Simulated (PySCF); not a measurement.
Geometry relaxation of GaH₃

System: GaH₃ (gallium hydride (gah3)), SMILES [GaH3].
Method: PBE0-D3(BJ)/def2-SVP geometry optimisation, gas phase (PySCF 2.14.0).

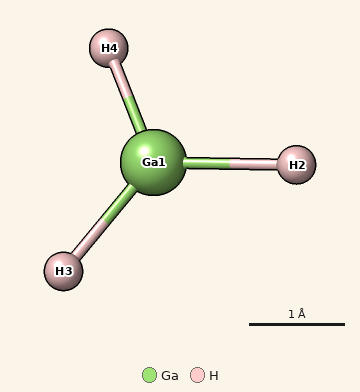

The input geometry (ball-and-stick view, seen at a tilt; atoms are numbered from 1 in the order of the input). Sticks mark near contacts. Bond lengths as drawn: Ga–H 1.52 to 1.59 Å.

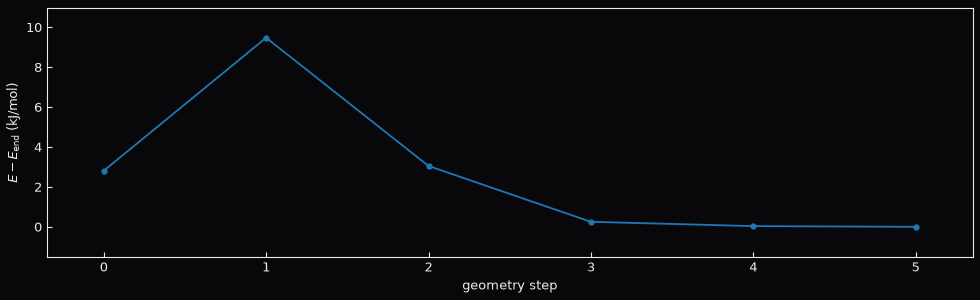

Progress of the relaxation, step by step (steps are counted from 0).

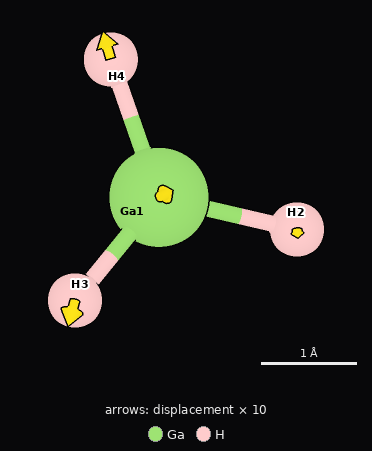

The starting structure with the displacements as yellow arrows, magnified 10 times (ball-and-stick view, seen at a tilt). The two geometries are laid on each other by the best rigid fit. The energy falls by 2.81 kJ/mol in 5 geometry steps. The largest force component goes from 0.83 to 0.012 eV/Å. The largest moves after the best rigid fit, 0.032 Å, are those of H3 and H4. Largest moves by element: H 0.032 Å, Ga 0.024 Å. Distances before and after: Ga1–H3 1.520 → 1.571 Å, Ga1–H4 1.541 → 1.570 Å, Ga1–H2 1.588 → 1.571 Å. (Atoms are counted from 1 in the order of the input.)

The input and output of the run follow.

**The input**
```
{"job": {"xc": "PBE0", "basis": "def2-SVP", "d3": "d3bj", "grid": 1, "maxiter": 30, "shake": 0.01, "kind": "geom"}, "charge": 0, "multiplicity": 1}
Ga     0.022610    -0.024390    -0.001490
H     -0.004740     1.563180    -0.015500
H      1.339990    -0.782790    -0.004050
H     -1.319870    -0.781370    -0.011960
```

The first line tells a small driver script what to run in PySCF; the rest is the geometry in Å.

Command:
```bash
OMP_NUM_THREADS=1 python <driver script> task.json out
```

**What the program printed**
```
step   0  E = -1926.11154595  max force = 0.016173
step   1  E = -1926.10900823  max force = 0.017234
step   2  E = -1926.11145481  max force = 0.011736
step   3  E = -1926.11252053  max force = 0.001367
step   4  E = -1926.11260252  max force = 0.001243
step   5  E = -1926.11261627  max force = 0.000238
optimisation converged
```

**Trajectory as extended XYZ (Å, eV, eV/Å), 6 frames, from step=0 to step=5**
```
4
Properties=species:S:1:pos:R:3:forces:R:3 step=0 energy=-52412.16479
Ga    0.0226   -0.0244   -0.0015   -0.3447   0.8317  -0.0489
H    -0.0047    1.5632   -0.0155    0.0434  -0.2153   0.0186
H     1.3400   -0.7828   -0.0040    0.7034  -0.3734   0.0162
H    -1.3199   -0.7814   -0.0120   -0.4022  -0.2430   0.0140
4
Properties=species:S:1:pos:R:3:forces:R:3 step=1 energy=-52412.09574
Ga   -0.0092    0.0728   -0.1167    0.2447  -0.8862   0.6026
H     0.0484    1.2237    0.9431   -0.0932   0.3040  -0.1620
H     1.3821   -0.6826   -0.3847   -0.3691   0.2896  -0.2443
H    -1.3841   -0.6353   -0.4829    0.2176   0.2926  -0.1963
4
Properties=species:S:1:pos:R:3:forces:R:3 step=2 energy=-52412.16231
Ga    0.0120    0.0464   -0.0623    0.0941  -0.6035   0.2472
H     0.0126    1.2523    0.9388    0.0263   0.1483  -0.1042
H     1.3745   -0.7038   -0.4255   -0.2686   0.2769  -0.0491
H    -1.3620   -0.6163   -0.4922    0.1483   0.1783  -0.0940
4
Properties=species:S:1:pos:R:3:forces:R:3 step=3 energy=-52412.19131
Ga   -0.0027   -0.0018   -0.0206    0.0602  -0.0703   0.0439
H     0.0409    1.2556    0.9174   -0.0694   0.0449   0.0006
H     1.3659   -0.6642   -0.4238   -0.0372  -0.0221  -0.0488
H    -1.3671   -0.6110   -0.5143    0.0464   0.0476   0.0043
4
Properties=species:S:1:pos:R:3:forces:R:3 step=4 energy=-52412.19355
Ga    0.0061   -0.0023   -0.0159    0.0286   0.0068   0.0639
H     0.0251    1.2611    0.9192   -0.0167   0.0000  -0.0186
H     1.3606   -0.6757   -0.4340    0.0242  -0.0098  -0.0252
H    -1.3548   -0.6045   -0.5106   -0.0361   0.0031  -0.0202
4
Properties=species:S:1:pos:R:3:forces:R:3 step=5 energy=-52412.19392
Ga    0.0084   -0.0050   -0.0108    0.0121   0.0034   0.0095
H     0.0213    1.2625    0.9178   -0.0035  -0.0016  -0.0019
H     1.3626   -0.6773   -0.4375    0.0036  -0.0013  -0.0031
H    -1.3553   -0.6016   -0.5108   -0.0122  -0.0005  -0.0045
```

**Results in brief**

| quantity | value |
| --- | --- |
| outcome | converged |
| total energy | −1926.112616 hartree |
| dipole moment | 0.01 D |
| point group | D3h |
| hardware | 1 CPU thread, shared host |
| wall time | 5.1 s |
| peak memory | 0.26 GiB |
